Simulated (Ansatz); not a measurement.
# Fields on a plane of TiAl (CuAu type, space group P4/mmm)

```yaml
crystal:
  lattice:
    - [2.81292, 0.00000, 0.00000]
    - [0.00000, 2.81292, 0.00000]
    - [0.00000, 0.00000, 4.05841]
  atoms:
    - { symbol: Al, position: [0.50000, 0.50000, 0.50000] }
    - { symbol: Ti, position: [0.00000, 0.00000, 0.00000] }
```

The slice is a (0 -1 1) plane (indices of the conventional cell) through the point (0.500, 0.500, 0.500) (fractional), spanned by u = [100] and v = [011] in vectors of this cell: u (2.81 Å) and v (4.94 Å, at 90° to u). It covers one period; positions are fractions (u, v).

Atoms on it: Al at (0.00, 0.00); Ti at (0.50, 0.50).

Computed with r2SCAN (plane waves to 500 eV, PAW, scalar-relativistic; Ansatz, a program for electronic structure). k mesh 16×16×12. Inside the PAW spheres the values are not all-electron values, and peaks at nuclei hang on which shells count as valence. TiAl is run without spin polarisation. TiAl was relaxed with its symmetry unable to fall.

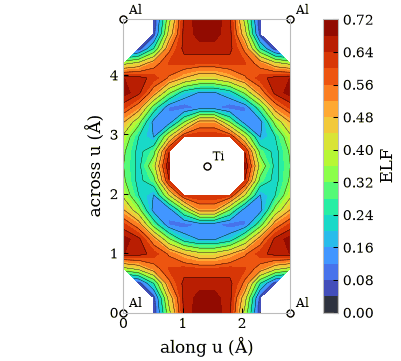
Electron localisation function (ELF), one period of the plane, atoms marked. Points within 0.5 Å of a nucleus are left white, as the pseudised field means little there.

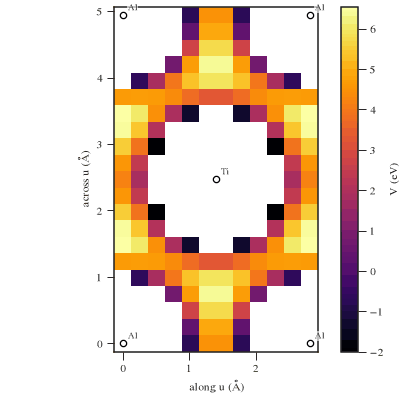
Electrostatic potential energy of an electron, from the cell's mean, in eV, one period of the plane, atoms marked. Points within 1 Å of a nucleus are left white, as the pseudised field means little there. Values under -2 eV are set to -2. The zero, the cell's mean, hangs on the PAW cores.

| Item | Result |
|---|---|
| Density on the Al–Al line (2.81 Å) at its midpoint | 0.23 e/Å³ |
| ELF at that point | 0.7 |
| ELF maximum in the middle third of the Al–Al line | 0.70, 1.3 Å from Al |
